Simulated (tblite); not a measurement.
**C6H12BNSi: geometry relaxation (part 2 of 2)**

C6H12BNSi, SMILES C#CB(N)C[SiH2]CC=C; GFN2-xTB geometry optimisation, gas phase (tblite 0.8.0). It belongs to a series of runs on one base structure; here: constitutional isomer.

Geometry of the input (Å):
```
C  -1.3634  3.1411  0.6177
C  -1.5792  1.9772  0.4106
B  -1.8173  0.4761  0.1715
N  -2.9317  -0.2246  0.9299
C  -0.9737  -0.2943  -0.9284
Si 0.1219  -1.5861  -0.1478
C  1.2508  -0.7909  1.1293
C  2.0348  0.3486  0.5431
C  3.0368  0.1354  -0.3188
H  -1.1979  4.1713  0.7971
H  -2.4970  -1.0239  1.4617
H  -3.5864  -0.6508  0.2374
H  -1.6626  -0.7804  -1.6484
H  -0.3249  0.4254  -1.4875
H  -0.7020  -2.6070  0.5035
H  0.9443  -2.2166  -1.1763
H  0.6174  -0.4066  1.9627
H  1.9398  -1.5636  1.5480
H  1.7878  1.3626  0.8456
H  3.3126  -0.8642  -0.6204
H  3.5808  0.9885  -0.7169
```

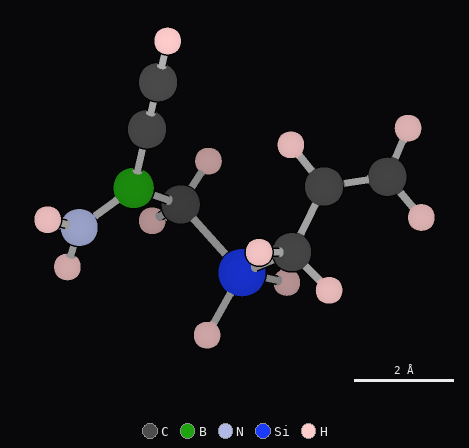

The geometry at step 97 of the log (ball-and-stick view, seen at a tilt).

Trajectory as extended XYZ, continued
```
21
Properties=species:S:1:pos:R:3:forces:R:3 step=48 energy=-673.73961
C    -1.2723    3.0023    0.7728    0.0130  -0.0410   0.0480
C    -1.5632    1.8636    0.5138   -0.0210  -0.0240  -0.0090
B    -1.8837    0.4258    0.1280    0.0200  -0.0260  -0.0180
N    -2.8867   -0.2681    0.7922    0.0160   0.0570   0.0060
C    -1.0347   -0.3052   -0.9936    0.0300  -0.0300   0.0260
Si    0.1260   -1.6102   -0.2360    0.0020  -0.0070  -0.0080
C     1.2755   -0.7987    1.0626    0.0050  -0.0290   0.0010
C     2.0214    0.3371    0.4564   -0.0110   0.0000  -0.0140
C     3.1338    0.2101   -0.2461   -0.0010  -0.0070   0.0230
H    -1.0125    3.9899    1.0267   -0.0150   0.0050  -0.0240
H    -3.4491    0.1208    1.5299   -0.0050   0.0000  -0.0070
H    -3.1043   -1.2283    0.5867   -0.0300   0.0210   0.0020
H    -1.6818   -0.8196   -1.7062    0.0040   0.0440   0.0230
H    -0.4345    0.4056   -1.5631   -0.0200  -0.0430  -0.0130
H    -0.6447   -2.6766    0.4372    0.0130   0.0320  -0.0030
H     0.9422   -2.2425   -1.2863   -0.0100   0.0380   0.0210
H     0.6890   -0.4493    1.9123   -0.0080   0.0040  -0.0260
H     1.9714   -1.5516    1.4307    0.0240  -0.0270  -0.0160
H     1.5712    1.3117    0.5859   -0.0370   0.0320  -0.0240
H     3.5940   -0.7516   -0.3992    0.0270  -0.0370   0.0120
H     3.6341    1.0518   -0.6914    0.0030   0.0370   0.0000
21
Properties=species:S:1:pos:R:3:forces:R:3 step=64 energy=-673.75617
C    -1.2542    2.9750    0.8267   -0.0010  -0.0380  -0.0060
C    -1.5186    1.8378    0.5338   -0.0090   0.0450   0.0080
B    -1.8786    0.4122    0.1367    0.0080   0.0200   0.0010
N    -2.9354   -0.2048    0.7926   -0.0150   0.0210   0.0130
C    -1.0527   -0.3464   -0.9802    0.0150  -0.0140   0.0020
Si    0.1380   -1.6378   -0.2495   -0.0020  -0.0220  -0.0060
C     1.3024   -0.8268    1.0311   -0.0070   0.0020   0.0080
C     2.0005    0.3231    0.3989    0.0170   0.0000   0.0330
C     3.1761    0.2410   -0.1995   -0.0010   0.0200  -0.0400
H    -1.0200    3.9686    1.0840    0.0150  -0.0240  -0.0050
H    -3.4762    0.2524    1.5074   -0.0060  -0.0310   0.0070
H    -3.2382   -1.1456    0.6064    0.0130   0.0100  -0.0270
H    -1.7128   -0.8659   -1.6754   -0.0290   0.0000   0.0230
H    -0.4661    0.3550   -1.5742    0.0010  -0.0110  -0.0090
H    -0.5978   -2.7167    0.4347   -0.0200  -0.0110  -0.0120
H     0.9553   -2.2186   -1.3261   -0.0120  -0.0150   0.0070
H     0.7249   -0.4913    1.8918   -0.0120   0.0360  -0.0040
H     2.0239   -1.5634    1.3847    0.0070  -0.0010  -0.0410
H     1.4592    1.2616    0.4113    0.0170  -0.0360   0.0130
H     3.7264   -0.6852   -0.2518   -0.0100   0.0160   0.0580
H     3.6351    1.0925   -0.6699    0.0310   0.0320  -0.0230
21
Properties=species:S:1:pos:R:3:forces:R:3 step=81 energy=-673.76456
C    -1.2108    2.9645    0.8565    0.0050  -0.0300  -0.0150
C    -1.4908    1.8319    0.5609    0.0080   0.0040  -0.0170
B    -1.8805    0.4176    0.1499   -0.0080   0.0030  -0.0120
N    -2.9681   -0.1770    0.7761   -0.0010  -0.0010   0.0420
C    -1.0846   -0.3739   -0.9679    0.0040   0.0070  -0.0050
Si    0.1259   -1.6566   -0.2516   -0.0050   0.0070  -0.0080
C     1.3170   -0.8317    0.9996    0.0110   0.0130  -0.0290
C     2.0003    0.3258    0.3631    0.0020   0.0200  -0.0200
C     3.2159    0.2882   -0.1559   -0.0170  -0.0200  -0.0150
H    -0.9610    3.9550    1.1112    0.0120  -0.0290   0.0060
H    -3.5030    0.2653    1.5048    0.0010  -0.0130  -0.0220
H    -3.2863   -1.1056    0.5564   -0.0020   0.0110   0.0050
H    -1.7788   -0.9070   -1.6192    0.0070  -0.0070   0.0060
H    -0.5153    0.3003   -1.6078   -0.0030   0.0220   0.0050
H    -0.6069   -2.7384    0.4332    0.0080   0.0180   0.0220
H     0.9212   -2.2509   -1.3378   -0.0060   0.0040   0.0020
H     0.7524   -0.4964    1.8709    0.0250  -0.0070  -0.0220
H     2.0543   -1.5633    1.3310   -0.0240   0.0020   0.0190
H     1.4129    1.2339    0.3026   -0.0010  -0.0250   0.0130
H     3.8187   -0.6064   -0.1202   -0.0130   0.0290   0.0140
H     3.6587    1.1415   -0.6423    0.0000  -0.0090   0.0310
21
Properties=species:S:1:pos:R:3:forces:R:3 step=97 energy=-673.77037
C    -1.1287    2.9104    0.8705   -0.0070  -0.0200  -0.0080
C    -1.4758    1.7998    0.5632    0.0350   0.0060   0.0010
B    -1.9054    0.4004    0.1447   -0.0280   0.0170  -0.0180
N    -2.9957   -0.1802    0.7779   -0.0210   0.0040   0.0090
C    -1.1271   -0.3925   -0.9827    0.0040   0.0120   0.0100
Si    0.1029   -1.6521   -0.2604    0.0010  -0.0010   0.0080
C     1.3240   -0.8213    0.9555    0.0020  -0.0020   0.0110
C     2.0033    0.3411    0.3275   -0.0070  -0.0090  -0.0330
C     3.2514    0.3422   -0.1072   -0.0270   0.0160   0.0200
H    -0.8271    3.8824    1.1392    0.0050  -0.0160   0.0010
H    -3.5275    0.2703    1.5032    0.0060  -0.0010   0.0090
H    -3.3351   -1.0989    0.5504   -0.0040  -0.0110   0.0010
H    -1.8227   -0.9442   -1.6171    0.0100   0.0130   0.0130
H    -0.5773    0.2854   -1.6357    0.0070  -0.0050  -0.0060
H    -0.6121   -2.7004    0.4901   -0.0170  -0.0160   0.0010
H     0.8518   -2.2868   -1.3549    0.0240  -0.0010  -0.0050
H     0.7717   -0.4855    1.8344   -0.0160   0.0070  -0.0040
H     2.0591   -1.5554    1.2854    0.0140   0.0000  -0.0030
H     1.3814    1.2189    0.2071    0.0100   0.0150  -0.0010
H     3.8887   -0.5209    0.0008   -0.0010  -0.0040  -0.0070
H     3.6912    1.2046   -0.5786    0.0110  -0.0030   0.0000
21
Properties=species:S:1:pos:R:3:forces:R:3 step=113 energy=-673.77181
C    -1.0930    2.8825    0.8753    0.0050   0.0110   0.0080
C    -1.4637    1.7808    0.5652    0.0060  -0.0100  -0.0030
B    -1.9186    0.3920    0.1409    0.0060  -0.0040  -0.0010
N    -3.0140   -0.1770    0.7763    0.0010  -0.0050   0.0080
C    -1.1391   -0.4022   -0.9846    0.0060  -0.0010  -0.0040
Si    0.0967   -1.6565   -0.2611   -0.0020   0.0100   0.0010
C     1.3203   -0.8108    0.9423   -0.0050   0.0000   0.0020
C     1.9969    0.3516    0.3096   -0.0150  -0.0080   0.0030
C     3.2553    0.3616   -0.0930   -0.0050   0.0120   0.0070
H    -0.7687    3.8451    1.1496    0.0070   0.0020   0.0020
H    -3.5276    0.2745    1.5142   -0.0040  -0.0040  -0.0100
H    -3.3633   -1.0929    0.5518   -0.0050   0.0000   0.0010
H    -1.8308   -0.9555   -1.6211   -0.0020   0.0020   0.0080
H    -0.5884    0.2762   -1.6364   -0.0010   0.0000  -0.0090
H    -0.6231   -2.7017    0.4909    0.0090  -0.0050   0.0020
H     0.8536   -2.2937   -1.3496    0.0030   0.0020  -0.0030
H     0.7683   -0.4703    1.8199   -0.0060   0.0010  -0.0040
H     2.0610   -1.5389    1.2744   -0.0050   0.0050   0.0070
H     1.3711    1.2240    0.1707    0.0030   0.0020   0.0010
H     3.8958   -0.4961    0.0353    0.0070  -0.0070  -0.0020
H     3.7026    1.2243   -0.5570   -0.0040  -0.0030  -0.0130
21
Properties=species:S:1:pos:R:3:forces:R:3 step=129 energy=-673.77424
C    -1.0029    2.8296    0.9035   -0.0090  -0.0090  -0.0010
C    -1.4148    1.7440    0.5871    0.0020   0.0110  -0.0040
B    -1.9112    0.3744    0.1456   -0.0020   0.0040   0.0030
N    -3.0231   -0.1739    0.7706    0.0040  -0.0030  -0.0040
C    -1.1499   -0.4247   -0.9889   -0.0010   0.0040   0.0050
Si    0.1079   -1.6600   -0.2697    0.0080   0.0010   0.0020
C     1.2877   -0.7763    0.9496   -0.0040   0.0030   0.0030
C     1.9682    0.3726    0.2976    0.0090   0.0010  -0.0030
C     3.2307    0.3793   -0.0926    0.0090  -0.0120  -0.0070
H    -0.6430    3.7783    1.1824    0.0020  -0.0070   0.0060
H    -3.5318    0.2821    1.5087   -0.0010   0.0030   0.0040
H    -3.3955   -1.0773    0.5324   -0.0040   0.0020  -0.0020
H    -1.8502   -0.9837   -1.6104    0.0040  -0.0080   0.0020
H    -0.6124    0.2531   -1.6524    0.0000  -0.0070  -0.0090
H    -0.5840   -2.7328    0.4694   -0.0020   0.0060  -0.0030
H     0.8954   -2.2658   -1.3544   -0.0030   0.0030  -0.0020
H     0.7028   -0.4142    1.7964    0.0020   0.0010   0.0090
H     2.0245   -1.4852    1.3280   -0.0020   0.0020  -0.0040
H     1.3407    1.2379    0.1278    0.0000   0.0010   0.0020
H     3.8767   -0.4704    0.0635   -0.0110   0.0050   0.0020
H     3.6753    1.2300   -0.5808   -0.0010   0.0010   0.0030
21
Properties=species:S:1:pos:R:3:forces:R:3 step=145 energy=-673.77469
C    -0.9866    2.8138    0.9156   -0.0010   0.0040   0.0020
C    -1.4089    1.7372    0.5834    0.0010  -0.0100  -0.0020
B    -1.9141    0.3723    0.1374   -0.0020  -0.0020  -0.0010
N    -3.0263   -0.1715    0.7658   -0.0040   0.0060  -0.0030
C    -1.1572   -0.4332   -0.9948    0.0000   0.0010   0.0020
Si    0.1105   -1.6534   -0.2673    0.0010  -0.0050  -0.0080
C     1.2839   -0.7640    0.9532   -0.0020  -0.0010  -0.0010
C     1.9664    0.3807    0.2961    0.0010   0.0030   0.0050
C     3.2289    0.3810   -0.0940    0.0040  -0.0010  -0.0020
H    -0.6155    3.7541    1.2075   -0.0010   0.0020   0.0020
H    -3.5295    0.2876    1.5058   -0.0040  -0.0010   0.0030
H    -3.4068   -1.0712    0.5265    0.0000   0.0010   0.0000
H    -1.8567   -1.0070   -1.6038    0.0000   0.0030   0.0020
H    -0.6281    0.2377   -1.6717   -0.0010   0.0000  -0.0010
H    -0.5792   -2.7300    0.4682    0.0050   0.0030   0.0010
H     0.9039   -2.2503   -1.3525    0.0020  -0.0070   0.0000
H     0.6975   -0.3990    1.7975    0.0020   0.0040   0.0040
H     2.0206   -1.4710    1.3349   -0.0030  -0.0030   0.0030
H     1.3403    1.2463    0.1231    0.0040   0.0040  -0.0040
H     3.8704   -0.4706    0.0683    0.0010  -0.0010  -0.0030
H     3.6775    1.2275   -0.5856    0.0000   0.0020   0.0000
```

Results in brief

| quantity | value |
| --- | --- |
| outcome | converged |
| total energy | −673.7747 eV |
| hardware | 1 CPU thread, shared host |
| wall time | 1.6 s |
| peak memory | 0.18 GiB |
